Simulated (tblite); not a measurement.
**Geometry relaxation of C₆H₁₂Ge (part 1 of 4)**

System: C₆H₁₂Ge, SMILES CCC1=C[CH2][GeH2][CH2]1.
Method: GFN2-xTB geometry optimisation, gas phase (tblite 0.8.0).

It belongs to a series of runs on one base structure; here: constitutional isomer.

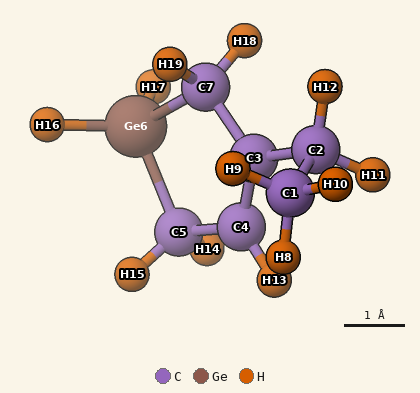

*The starting structure (ball-and-stick view, seen at a tilt; atoms are numbered from 1 in the order of the input). Sticks mark near contacts.*

Bond lengths as drawn: C–C 1.34 to 1.54 Å, C–Ge 1.93 Å, C–H 1.09 to 1.12 Å and Ge–H 1.54 to 1.56 Å.

**Summary**

| quantity | value |
| --- | --- |
| outcome | converged |
| total energy | −567.4721 eV |
| hardware | 1 CPU thread, shared host |
| wall time | 1.9 s |
| peak memory | 0.18 GiB |

**The input**
```
{"job": {"kind": "relax", "xc": "GFN2-xTB", "basis": "xTB"}, "charge": 0, "multiplicity": 1}
C      2.568400     0.027000     0.505000
C      1.646200     0.308800    -0.698700
C      0.212300     0.074900    -0.332300
C     -0.284700    -1.154000    -0.146700
C     -1.732800    -1.331300     0.209200
Ge    -2.446800     0.459200     0.233500
C     -0.741500     1.243400    -0.229200
H      2.487500    -1.027900     0.824100
H      2.286500     0.682500     1.359600
H      3.609700     0.237000     0.230500
H      1.934500    -0.356000    -1.539100
H      1.796400     1.353900    -1.011300
H      0.350100    -2.034200    -0.212200
H     -2.238200    -1.931800    -0.581100
H     -1.843400    -1.797100     1.200100
H     -2.889500     0.869500     1.675500
H     -3.492500     0.682700    -0.877400
H     -0.820600     1.765000    -1.197500
H     -0.411400     1.937700     0.580500
```

The first line tells a small driver script what to run in tblite; the rest is the geometry in Å.

Launched with:
```bash
OMP_NUM_THREADS=1 python <driver script> task.json out
```

**Output**
```
step      E/eV     max force
  0    -567.19397    1.321
  1    -567.28344    0.633
  2    -567.32918    0.505
  3    -567.35580    0.460
  4    -567.38940    0.427
  5    -567.40634    0.364
  6    -567.42275    0.389
  7    -567.43273    0.253
  8    -567.43875    0.155
  9    -567.44156    0.083
 10    -567.44275    0.064
 11    -567.44346    0.061
 12    -567.44425    0.071
 13    -567.44507    0.067
 14    -567.44568    0.054
 15    -567.44598    0.030
 16    -567.44611    0.023
 17    -567.44620    0.022
 18    -567.44628    0.020
 19    -567.44638    0.026
 20    -567.44650    0.035
 21    -567.44666    0.044
 22    -567.44685    0.041
 23    -567.44702    0.031
 24    -567.44719    0.031
 25    -567.44735    0.037
 26    -567.44756    0.039
 27    -567.44783    0.050
 28    -567.44817    0.061
 29    -567.44859    0.064
 30    -567.44907    0.059
 31    -567.44958    0.050
 32    -567.45009    0.047
 33    -567.45059    0.052
 34    -567.45103    0.046
 35    -567.45137    0.043
 36    -567.45165    0.045
 37    -567.45196    0.041
 38    -567.45244    0.064
 39    -567.45325    0.101
 40    -567.45432    0.105
 41    -567.45531    0.070
 42    -567.45596    0.060
 43    -567.45642    0.053
 44    -567.45688    0.070
 45    -567.45728    0.052
 46    -567.45754    0.044
 47    -567.45775    0.044
 48    -567.45798    0.039
 49    -567.45849    0.037
 50    -567.45871    0.036
 51    -567.45896    0.039
 52    -567.45920    0.039
 53    -567.45960    0.056
 54    -567.46004    0.076
 55    -567.46044    0.077
 56    -567.46081    0.060
 57    -567.46126    0.046
 58    -567.46187    0.062
 59    -567.46262    0.077
 60    -567.46345    0.081
 61    -567.46430    0.080
 62    -567.46503    0.111
 63    -567.46617    0.069
 64    -567.46737    0.060
 65    -567.46806    0.068
 66    -567.46865    0.061
 67    -567.46928    0.056
 68    -567.46978    0.035
 69    -567.47005    0.058
 70    -567.47026    0.048
 71    -567.47047    0.048
 72    -567.47084    0.032
 73    -567.47098    0.030
 74    -567.47115    0.026
 75    -567.47127    0.023
 76    -567.47143    0.027
 77    -567.47159    0.037
 78    -567.47171    0.035
 79    -567.47183    0.021
 80    -567.47189    0.015
 81    -567.47193    0.011
 82    -567.47197    0.012
 83    -567.47200    0.010
 84    -567.47203    0.011
 85    -567.47206    0.009
```

**Trajectory as extended XYZ (Å, eV, eV/Å), 43 of the 86 frames kept, from step=0 to step=85**
```
19
Properties=species:S:1:pos:R:3:forces:R:3 step=0 energy=-567.19397
C     2.5684    0.0270    0.5050   -0.0850   0.1070   0.2400
C     1.6462    0.3088   -0.6987    0.4320   0.0160   0.0600
C     0.2123    0.0749   -0.3323   -0.5600  -0.6540  -0.1870
C    -0.2847   -1.1540   -0.1467    0.2850   0.5490   0.1000
C    -1.7328   -1.3313    0.2092   -0.0540  -0.9170  -0.2790
Ge   -2.4468    0.4592    0.2335   -1.1050   0.5800   0.4320
C    -0.7415    1.2434   -0.2292    0.6880   0.6460   0.1840
H     2.4875   -1.0279    0.8241    0.0280   0.5880  -0.1470
H     2.2865    0.6825    1.3596    0.2120  -0.4980  -0.5700
H     3.6097    0.2370    0.2305   -0.2810  -0.0870   0.1510
H     1.9345   -0.3560   -1.5391   -0.1140   0.3310   0.3830
H     1.7964    1.3539   -1.0113   -0.0840  -0.3100   0.0160
H     0.3501   -2.0342   -0.2122   -0.1740   0.1360  -0.0300
H    -2.2382   -1.9318   -0.5811    0.3310  -0.0390   0.7220
H    -1.8434   -1.7971    1.2001    0.0420  -0.2930  -0.4900
H    -2.8895    0.8695    1.6755   -0.0980  -0.0800  -0.7670
H    -3.4925    0.6827   -0.8774    0.1120   0.0480   0.5720
H    -0.8206    1.7650   -1.1975    0.3980   0.0860   0.4520
H    -0.4114    1.9377    0.5805    0.0270  -0.2110  -0.8430
19
Properties=species:S:1:pos:R:3:forces:R:3 step=2 energy=-567.32918
C     2.5665    0.0304    0.5082    0.0270  -0.0110  -0.2650
C     1.6551    0.3077   -0.6926   -0.1990   0.0380   0.1480
C     0.2037    0.0718   -0.3425   -0.0900  -0.3720   0.0000
C    -0.2844   -1.1528   -0.1401    0.0090   0.5050  -0.0170
C    -1.7318   -1.3527    0.2022    0.0310   0.4280   0.1690
Ge   -2.4789    0.4766    0.2473    0.2700  -0.1110  -0.0570
C    -0.7239    1.2565   -0.2251   -0.2900  -0.3690  -0.1260
H     2.4881   -1.0083    0.8194   -0.0250   0.0240   0.0090
H     2.2930    0.6669    1.3423   -0.0230   0.0400   0.0840
H     3.6002    0.2339    0.2365    0.0280  -0.0060   0.0530
H     1.9316   -0.3450   -1.5263    0.0470   0.0290   0.0720
H     1.7933    1.3438   -1.0110   -0.0230  -0.0410  -0.0100
H     0.3435   -2.0279   -0.2135    0.0120  -0.0480  -0.0370
H    -2.2282   -1.9386   -0.5587   -0.0400  -0.4540   0.0020
H    -1.8416   -1.8108    1.1831    0.0250  -0.3870  -0.1110
H    -2.8952    0.8673    1.6475   -0.2730   0.0660  -0.2570
H    -3.4902    0.6855   -0.8555   -0.1440   0.1210   0.3300
H    -0.8044    1.7701   -1.1822    0.3030   0.2290   0.0620
H    -0.4062    1.9348    0.5536    0.3550   0.3190  -0.0490
19
Properties=species:S:1:pos:R:3:forces:R:3 step=4 energy=-567.38940
C     2.5656    0.0326    0.4982   -0.0170   0.0220   0.1190
C     1.6475    0.3084   -0.6837   -0.0900   0.0330  -0.1710
C     0.1994    0.0661   -0.3498    0.0420   0.2390   0.0900
C    -0.2873   -1.1433   -0.1353   -0.0940  -0.2790  -0.0130
C    -1.7322   -1.3427    0.2056   -0.1510  -0.1120   0.0000
Ge   -2.4795    0.4787    0.2499    0.3410  -0.1780  -0.1860
C    -0.7289    1.2460   -0.2272    0.0180   0.1900   0.0320
H     2.4868   -0.9979    0.8174   -0.0360  -0.1990   0.0220
H     2.2953    0.6609    1.3377   -0.0440   0.1330   0.1490
H     3.5987    0.2324    0.2417    0.1480   0.0440  -0.0820
H     1.9328   -0.3375   -1.5150    0.0420  -0.0920  -0.0660
H     1.7894    1.3369   -1.0113   -0.0490   0.1320  -0.0090
H     0.3380   -2.0237   -0.2161   -0.0390   0.0050   0.0010
H    -2.2227   -1.9676   -0.5438    0.0750  -0.1050   0.0500
H    -1.8384   -1.8420    1.1675    0.0530  -0.1780   0.0180
H    -2.9164    0.8711    1.6180   -0.2890   0.1350   0.0620
H    -3.4989    0.6948   -0.8231   -0.2220   0.1180   0.1400
H    -0.7767    1.7866   -1.1710    0.1340   0.0990  -0.0750
H    -0.3824    1.9493    0.5328    0.1770  -0.0070  -0.0820
19
Properties=species:S:1:pos:R:3:forces:R:3 step=6 energy=-567.42275
C     2.5646    0.0352    0.4979    0.0060   0.0000   0.1490
C     1.6396    0.3110   -0.6856    0.1320  -0.0010  -0.0500
C     0.1951    0.0682   -0.3489   -0.0180   0.0110   0.0800
C    -0.2935   -1.1443   -0.1337   -0.0150  -0.0590  -0.0600
C    -1.7391   -1.3464    0.2087    0.0440  -0.3860  -0.0220
Ge   -2.4642    0.4722    0.2433   -0.0650   0.0310   0.0260
C    -0.7281    1.2513   -0.2286    0.2590   0.2640  -0.0370
H     2.4837   -1.0001    0.8167   -0.0180  -0.0500  -0.0190
H     2.2948    0.6637    1.3422   -0.0070   0.0610   0.0460
H     3.6039    0.2335    0.2411   -0.0490   0.0170  -0.0520
H     1.9358   -0.3375   -1.5109   -0.0050  -0.0800  -0.0920
H     1.7834    1.3397   -1.0123   -0.0560   0.1150  -0.0150
H     0.3323   -2.0217   -0.2180   -0.0040  -0.0390   0.0050
H    -2.2147   -1.9951   -0.5304    0.0150   0.0260  -0.0650
H    -1.8330   -1.8749    1.1572    0.0310  -0.0020   0.1120
H    -2.9491    0.8817    1.5981   -0.1560   0.0790   0.0230
H    -3.5186    0.7089   -0.7906   -0.1560   0.0740   0.0370
H    -0.7486    1.8042   -1.1671    0.0010  -0.0010  -0.1360
H    -0.3543    1.9597    0.5136    0.0620  -0.0580   0.0690
19
Properties=species:S:1:pos:R:3:forces:R:3 step=8 energy=-567.43875
C     2.5644    0.0364    0.5038   -0.0140   0.0040  -0.0150
C     1.6414    0.3121   -0.6882    0.0690  -0.0200   0.0550
C     0.1937    0.0692   -0.3445    0.0560  -0.0850  -0.0360
C    -0.2970   -1.1469   -0.1365    0.0660   0.0620  -0.0380
C    -1.7395   -1.3647    0.2101    0.0780  -0.0440   0.0020
Ge   -2.4580    0.4696    0.2410   -0.1190   0.0610   0.0780
C    -0.7163    1.2644   -0.2321    0.0750  -0.0290  -0.0330
H     2.4812   -1.0040    0.8155   -0.0030   0.0720  -0.0120
H     2.2939    0.6690    1.3479    0.0170  -0.0170  -0.0250
H     3.6036    0.2350    0.2382   -0.1020  -0.0030   0.0170
H     1.9372   -0.3418   -1.5139   -0.0220   0.0180   0.0010
H     1.7774    1.3468   -1.0135   -0.0290  -0.0440   0.0100
H     0.3299   -2.0233   -0.2189    0.0370  -0.0300  -0.0130
H    -2.2111   -2.0095   -0.5297   -0.0420  -0.0150  -0.1210
H    -1.8285   -1.8923    1.1594    0.0240   0.0250   0.1040
H    -2.9748    0.8917    1.5896   -0.0570   0.0300  -0.0290
H    -3.5378    0.7203   -0.7720   -0.0650   0.0350   0.0210
H    -0.7342    1.8135   -1.1738   -0.0130  -0.0310  -0.0920
H    -0.3354    1.9636    0.5101    0.0420   0.0100   0.1260
19
Properties=species:S:1:pos:R:3:forces:R:3 step=10 energy=-567.44275
C     2.5635    0.0370    0.5052   -0.0170   0.0100  -0.0290
C     1.6448    0.3114   -0.6874   -0.0240  -0.0110   0.0040
C     0.1968    0.0677   -0.3451    0.0150  -0.0130  -0.0360
C    -0.2950   -1.1475   -0.1390    0.0270  -0.0140  -0.0030
C    -1.7367   -1.3713    0.2101    0.0020   0.0640  -0.0060
Ge   -2.4608    0.4711    0.2433    0.0110  -0.0010   0.0010
C    -0.7099    1.2669   -0.2338   -0.0230  -0.0560   0.0140
H     2.4803   -1.0025    0.8150   -0.0060   0.0280   0.0120
H     2.2943    0.6700    1.3485    0.0020  -0.0070  -0.0100
H     3.5995    0.2355    0.2380   -0.0090   0.0090   0.0130
H     1.9366   -0.3422   -1.5149    0.0050   0.0240   0.0170
H     1.7747    1.3467   -1.0132   -0.0020  -0.0460   0.0100
H     0.3315   -2.0251   -0.2198    0.0410  -0.0120  -0.0200
H    -2.2119   -2.0120   -0.5353    0.0080   0.0220  -0.0170
H    -1.8260   -1.8938    1.1652    0.0320   0.0380  -0.0050
H    -2.9835    0.8958    1.5879   -0.0470   0.0290  -0.0040
H    -3.5456    0.7247   -0.7676   -0.0330   0.0240   0.0300
H    -0.7323    1.8132   -1.1800    0.0080  -0.0520   0.0110
H    -0.3298    1.9636    0.5155    0.0100  -0.0360   0.0180
19
Properties=species:S:1:pos:R:3:forces:R:3 step=12 energy=-567.44425
C     2.5620    0.0379    0.5041    0.0040   0.0030   0.0200
C     1.6446    0.3103   -0.6867   -0.0220  -0.0010  -0.0280
C     0.1983    0.0659   -0.3478   -0.0340   0.0040   0.0110
C    -0.2924   -1.1487   -0.1401   -0.0150  -0.0480  -0.0020
C    -1.7352   -1.3701    0.2094    0.0000   0.0090  -0.0150
Ge   -2.4620    0.4722    0.2446    0.0220  -0.0060  -0.0190
C    -0.7087    1.2642   -0.2334   -0.0150  -0.0080   0.0200
H     2.4796   -0.9997    0.8156   -0.0090  -0.0210   0.0190
H     2.2946    0.6697    1.3477   -0.0180   0.0210   0.0090
H     3.5973    0.2364    0.2388    0.0320   0.0150  -0.0070
H     1.9368   -0.3407   -1.5142    0.0250  -0.0160  -0.0170
H     1.7736    1.3436   -1.0125    0.0070   0.0240  -0.0080
H     0.3349   -2.0265   -0.2216    0.0170   0.0010  -0.0160
H    -2.2114   -2.0108   -0.5381    0.0290   0.0490   0.0380
H    -1.8227   -1.8913    1.1665    0.0220   0.0400  -0.0450
H    -2.9900    0.8993    1.5866   -0.0320   0.0230   0.0010
H    -3.5506    0.7280   -0.7636   -0.0120   0.0160   0.0300
H    -0.7310    1.8091   -1.1811    0.0060  -0.0420   0.0410
H    -0.3274    1.9606    0.5183   -0.0070  -0.0630  -0.0330
19
Properties=species:S:1:pos:R:3:forces:R:3 step=14 energy=-567.44568
C     2.5607    0.0391    0.5039    0.0140  -0.0040   0.0320
C     1.6432    0.3091   -0.6875    0.0190   0.0080  -0.0200
C     0.1980    0.0630   -0.3500   -0.0100  -0.0090   0.0300
C    -0.2903   -1.1520   -0.1418   -0.0160  -0.0150  -0.0150
C    -1.7332   -1.3677    0.2080    0.0120  -0.0210  -0.0060
Ge   -2.4623    0.4730    0.2451   -0.0210   0.0070   0.0060
C    -0.7085    1.2600   -0.2319   -0.0010  -0.0010   0.0040
H     2.4781   -0.9978    0.8177   -0.0020  -0.0250   0.0140
H     2.2936    0.6709    1.3475   -0.0240   0.0290   0.0060
H     3.5965    0.2383    0.2394    0.0160   0.0070  -0.0080
H     1.9388   -0.3402   -1.5146    0.0220  -0.0310  -0.0260
H     1.7727    1.3419   -1.0124    0.0010   0.0510  -0.0180
H     0.3397   -2.0282   -0.2248   -0.0160   0.0010  -0.0100
H    -2.2093   -2.0072   -0.5391    0.0020   0.0200   0.0270
H    -1.8176   -1.8865    1.1653   -0.0030   0.0100  -0.0180
H    -2.9997    0.9049    1.5845    0.0030   0.0030  -0.0140
H    -3.5572    0.7330   -0.7566    0.0120   0.0040   0.0170
H    -0.7288    1.8023   -1.1798   -0.0030  -0.0020   0.0190
H    -0.3243    1.9535    0.5196   -0.0040  -0.0340  -0.0200
19
Properties=species:S:1:pos:R:3:forces:R:3 step=16 energy=-567.44611
C     2.5609    0.0393    0.5050    0.0010   0.0030   0.0010
C     1.6437    0.3092   -0.6886    0.0200   0.0050  -0.0010
C     0.1980    0.0618   -0.3494    0.0230  -0.0040  -0.0010
C    -0.2902   -1.1535   -0.1430    0.0040   0.0090  -0.0130
C    -1.7322   -1.3673    0.2074   -0.0010   0.0040   0.0040
Ge   -2.4630    0.4734    0.2455   -0.0100  -0.0020   0.0110
C    -0.7088    1.2583   -0.2314    0.0000  -0.0150  -0.0030
H     2.4776   -0.9984    0.8190    0.0030   0.0060   0.0070
H     2.2921    0.6727    1.3477   -0.0130   0.0110  -0.0090
H     3.5970    0.2391    0.2393   -0.0040   0.0000   0.0080
H     1.9403   -0.3414   -1.5158    0.0090  -0.0030   0.0010
H     1.7725    1.3435   -1.0132   -0.0020   0.0050  -0.0090
H     0.3404   -2.0288   -0.2262   -0.0170  -0.0100  -0.0110
H    -2.2089   -2.0054   -0.5384   -0.0190  -0.0080   0.0000
H    -1.8164   -1.8847    1.1644   -0.0080  -0.0090   0.0100
H    -3.0022    0.9066    1.5835    0.0070   0.0000  -0.0070
H    -3.5585    0.7346   -0.7540    0.0080   0.0030   0.0040
H    -0.7285    1.8003   -1.1787   -0.0050   0.0090   0.0020
H    -0.3236    1.9501    0.5194    0.0040  -0.0050   0.0070
```
